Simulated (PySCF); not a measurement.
Breaking a bond: SH, doublet.

Methods: UKS-BLYP = PySCF 2.14.0 with unrestricted BLYP/cc-pVDZ; UMP2 = MP2 on UHF/cc-pVDZ, 5 core orbitals frozen (PySCF 2.14.0); CASSCF(7,5)/cc-pVDZ (PySCF).

Energies are in kJ/mol, each relative to the lowest point of its own curve near equilibrium.

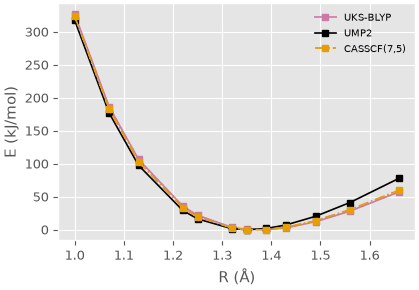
Figure. Energy against bond length for each method.

| R / Å | UKS-BLYP | UMP2 | CASSCF(7,5) |
|---|---|---|---|
| 1.00 | 326.9 | 317.7 | 323.3 |
| 1.07 | 186.7 | 177.0 | 182.6 |
| 1.13 | 106.6 | 97.6 | 102.8 |
| 1.22 | 35.6 | 29.1 | 33.0 |
| 1.25 | 21.8 | 16.4 | 19.6 |
| 1.32 | 3.5 | 1.4 | 2.5 |
| 1.35 | 0.5 | 0.0 | 0.0 |
| 1.39 | 0.0 | 1.8 | 0.2 |
| 1.43 | 2.9 | 7.2 | 3.7 |
| 1.49 | 12.0 | 20.2 | 13.7 |
| 1.56 | 28.1 | 41.2 | 30.4 |
| 1.66 | 57.4 | 77.9 | 59.9 |

At the longest distance, 1.66 Å, UMP2 lies highest above its minimum (77.9 kJ/mol) and UKS-BLYP lowest (57.4 kJ/mol).

The scan ran from 1.00 to 5.37 Å; beyond the distances shown one of the unrestricted levels run for this scan, shown here or not, changes its spin distribution in one step.
